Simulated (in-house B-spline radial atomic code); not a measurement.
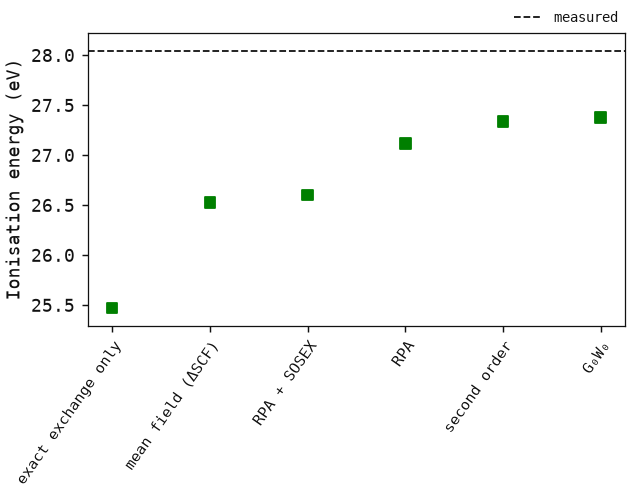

The ionisation energy of In²⁺ ([Kr] 4d¹⁰ 5s → [Kr] 4d¹⁰) across levels of theory. All-electron spherical atom, non-relativistic, wB97X start, no spin-orbit coupling, Breit or QED terms; computed with a B-spline radial code. Differences of total energies, each species on its own start, beside the G₀W₀ level.

**Summarise the spread and list the values.**

The values run from 25.47 eV (exact exchange only) to 27.37 eV (G₀W₀). The measured value is 28.04 eV; nearest to it come G₀W₀ (−0.67) and second order (−0.71), furthest exact exchange only (−2.58 eV).

```tsv
Method	Ionisation energy (eV)
mean field (ΔSCF)	26.52
exact exchange only	25.47
second order	27.34
RPA	27.12
RPA + SOSEX	26.60
G₀W₀	27.37
```

Known limits: relativity, absent here, matters against the tabulated value.
